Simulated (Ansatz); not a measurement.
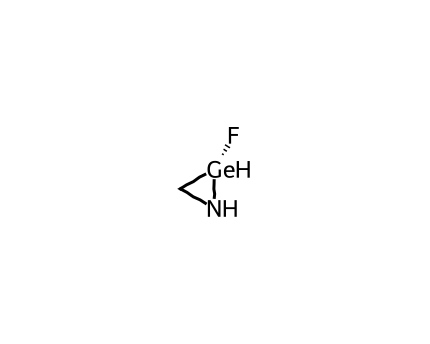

**Give its SMILES.**

[F][Ge@H]1[CH2][NH]1

**What is the molecular formula?**

CH4FGeN.

**An optimisation with PBE0-D4/def2-TZVP gave a structure of which point group?**

C1.

More results for the same structure follow; atom numbers are the same in all pictures, views and colours differ. The computed structure is the end point of a PBE0-D4/def2-TZVP optimisation.

## Geometry

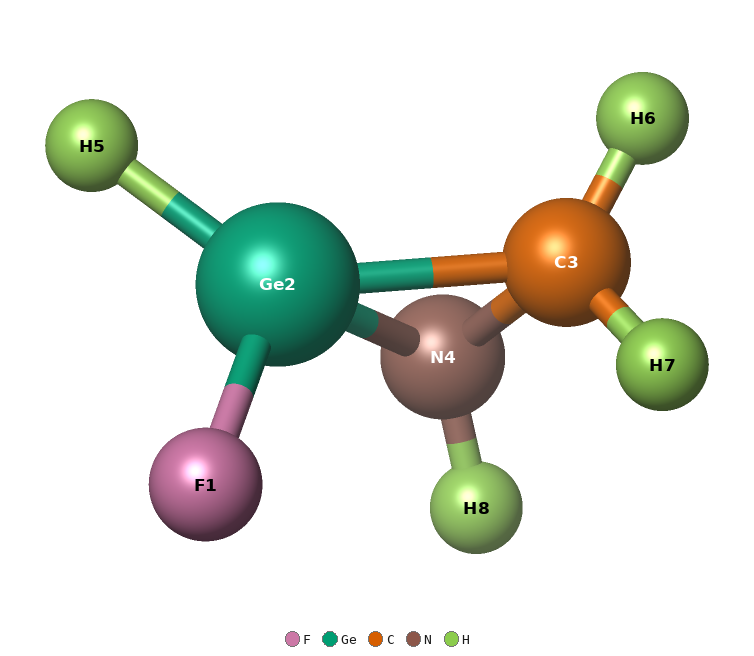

Atoms carry their numbers in the input.

Give the bond lengths.

```csv
bond,length (Å)
F1–Ge2,1.739
Ge2–C3,1.899
Ge2–N4,1.837
Ge2–H5,1.517
C3–N4,1.502
C3–H6,1.086
C3–H7,1.089
N4–H8,1.013
```

## Vibrations

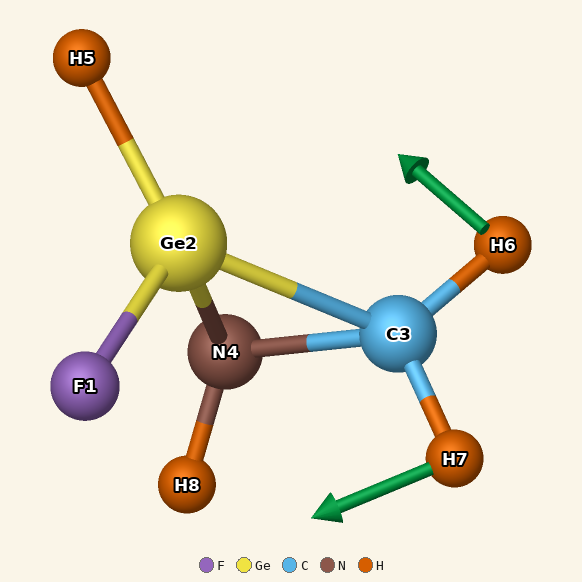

The arrows show one normal mode. Harmonic vibrations computed with RKS PBE0-D4/def2-TZVP (Ansatz 0.2.0) at a stationary point of the same level.

**Describe the motion.**

Mostly angle bending.

**At what wavenumber does it lie?**

1461 cm⁻¹; it is mode 14 of 18 counted from the lowest.

## Charges

The questions are on Mulliken charges. Properties computed with RKS PBE0-D4/def2-TZVP (Ansatz 0.2.0).

**Which atom carries the highest charge (most positive or least negative)?**

Ge2 (0.54 e).

**And the lowest?**

N4 (−0.46 e).

List the Mulliken charges.

| atom | value (e) |
| --- | --- |
| F1 | −0.37 |
| Ge2 | 0.54 |
| C3 | −0.25 |
| N4 | −0.46 |
| H5 | 0.05 |
| H6 | 0.14 |
| H7 | 0.14 |
| H8 | 0.22 |

## Dipole moment

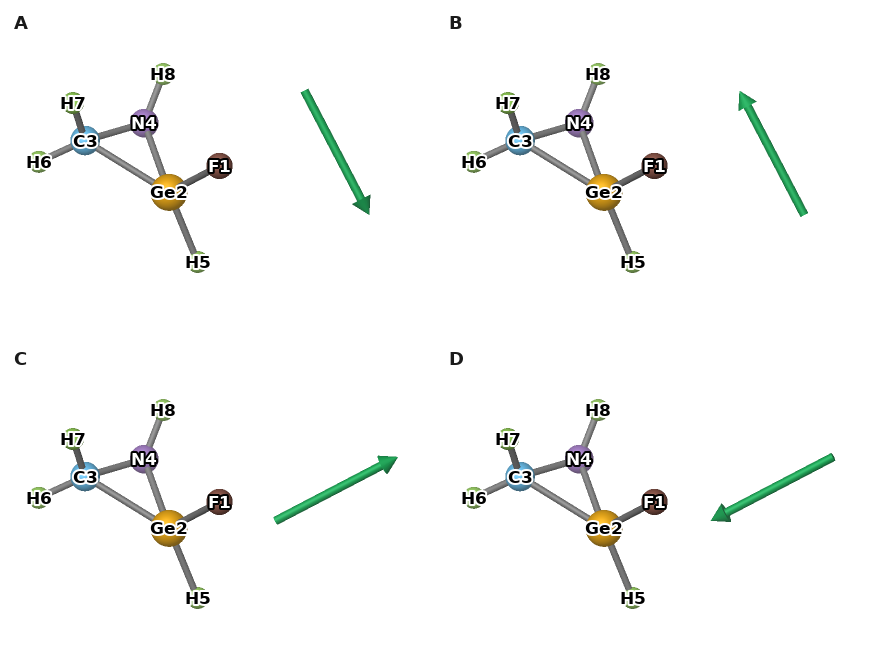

The same molecule four times, each with an arrow. Level of theory: RKS PBE0-D4/def2-TZVP (Ansatz 0.2.0).

**Which arrow points along the dipole moment, from the negative to the positive end?**

D. The dipole moment is 1.00 D; it points from the side of F1 to the side of H6 (the outermost atoms at the two ends).

Mulliken values depend strongly on the basis set and can even reverse the polarity of a bond.
